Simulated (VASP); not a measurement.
Band structure of ZnS (space group F-43m). Calculation: PBE GGA, VASP's PBE PAW potentials (set 64) (plane waves; VASP).

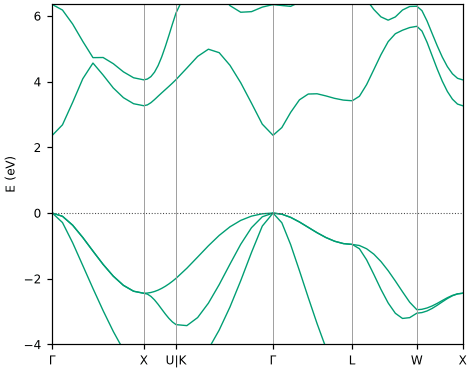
Fig. 1. Bands along high-symmetry lines, zero at the valence-band maximum or, without a gap, the Fermi level

Problem. Read the plot: is there a gap, and where are the band edges?

Solution. The gap is direct, 2.37 eV, from the valence maximum at Γ to the conduction minimum at Γ.

The structure comes from a computed database's ZnS entry; how it stands against other phases isn't given here. The cell was not relaxed at this level.
